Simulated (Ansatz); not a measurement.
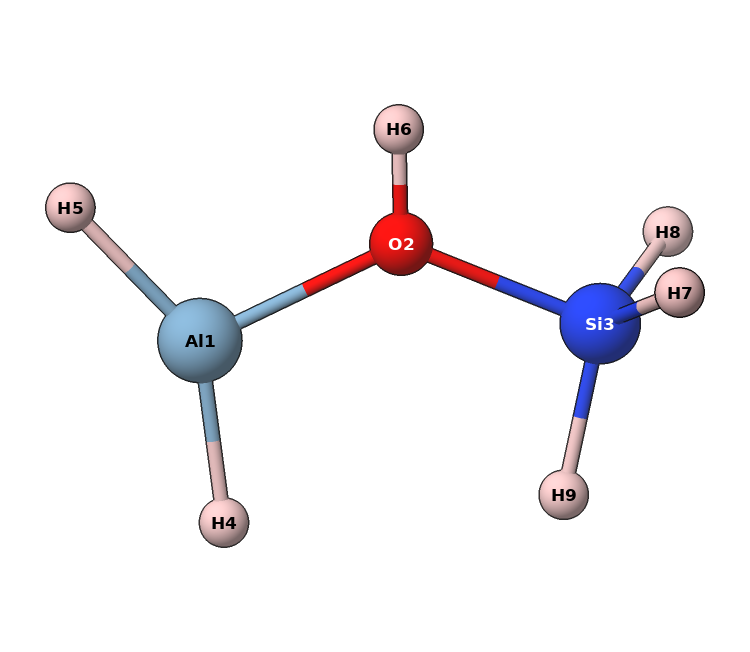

Atoms carry their numbers in the input. State: charge +1, singlet. Computed geometry: PBE0-D4/def2-TZVP optimisation. No frequency run is at hand to confirm it as a minimum.

Give the bond lengths.

| bond | length (Å) |
| --- | --- |
| Al1–O2 | 1.847 |
| Al1–H4 | 1.556 |
| Al1–H5 | 1.558 |
| O2–Si3 | 1.782 |
| O2–H6 | 0.969 |
| Si3–H7 | 1.472 |
| Si3–H8 | 1.472 |
| Si3–H9 | 1.471 |
